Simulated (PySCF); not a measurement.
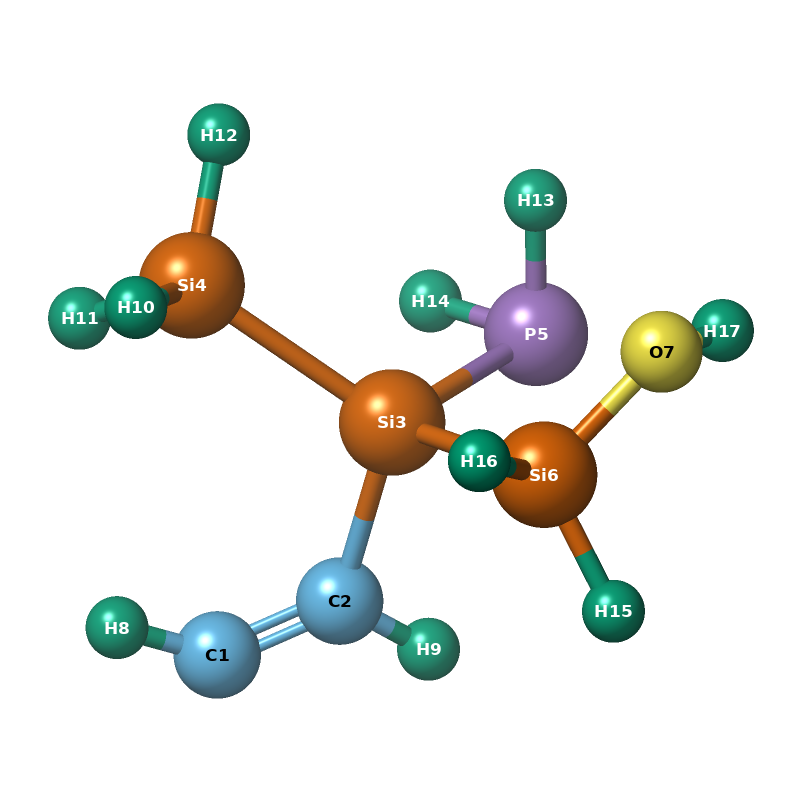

The species is neutral and a spin doublet. The computed structure is the end point of a GFN2-xTB optimisation. No frequency run is at hand to confirm it as a minimum. Method: UKS B3LYP, pcH-1 on C H O P Si, non-relativistic (PySCF 2.14.0).

Give the isotropic hyperfine couplings (Fermi-contact term alone) of C1, C2, Si3, Si4, P5, Si6, O7, H8, H9, H10, H11, H12, H13, H14, H15, H16, H17.

| atom | isotope | a_iso (MHz) |
| --- | --- | --- |
| C1 | 13C | 290.8 |
| C2 | 13C | −29.8 |
| Si3 | 29Si | −124.0 |
| Si4 | 29Si | 3.1 |
| P5 | 31P | −0.3 |
| Si6 | 29Si | −0.9 |
| O7 | 17O | −1.5 |
| H8 | 1H | 56.7 |
| H9 | 1H | 138.8 |
| H10 | 1H | 1.0 |
| H11 | 1H | −0.4 |
| H12 | 1H | −0.5 |
| H13 | 1H | 4.5 |
| H14 | 1H | 2.4 |
| H15 | 1H | −1.2 |
| H16 | 1H | 0.8 |
| H17 | 1H | −0.4 |

The geometry is semi-empirical. Around P, Si such bond lengths and angles can be off by a tenth of an ångström or more and by several degrees, and values that hang on the shape move with them.
